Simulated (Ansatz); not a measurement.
Zinc-blende HgSe was calculated with PBE-D4 (PAW; Ansatz, a program for electronic structure).

Run with plane-wave cutoff 520 eV, 10×10×10 k mesh, Fermi–Dirac smearing 0.01 eV, scalar-relativistic PAW data made under PBE.

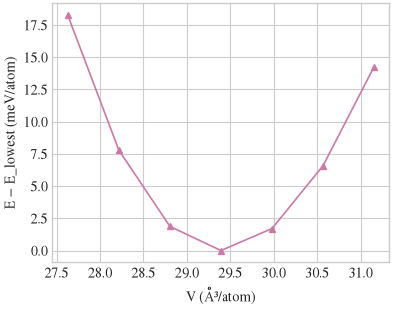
Fig. 1. Total energy against volume

Question: From the curve, estimate the equilibrium volume and the bulk modulus.

Answer: V0 ≈ 29.4 Å³/atom and B0 ≈ 49 GPa; the fit gives V0 = 29.395 Å³/atom, B0 = 48.7 GPa, B′ = 5.0.

Measured, for comparison: bulk modulus 50 GPa (temperature not stated, no zero-point or thermal correction, our sources range from 48.5 to 51.6; as tabulated in Toher et al. (2017), arXiv:1611.05714); equilibrium volume per atom 28.16 Å³/atom (293 K, no zero-point or thermal correction; as tabulated in Cardona et al. (2009), arXiv:0908.2634). Computed (rounded) less measured: bulk modulus -3 % (inside the range of the sources held), equilibrium volume per atom +4.4 %.

Spin–orbit coupling is not included; it can open a gap where bands touch, and shift volumes and moduli.
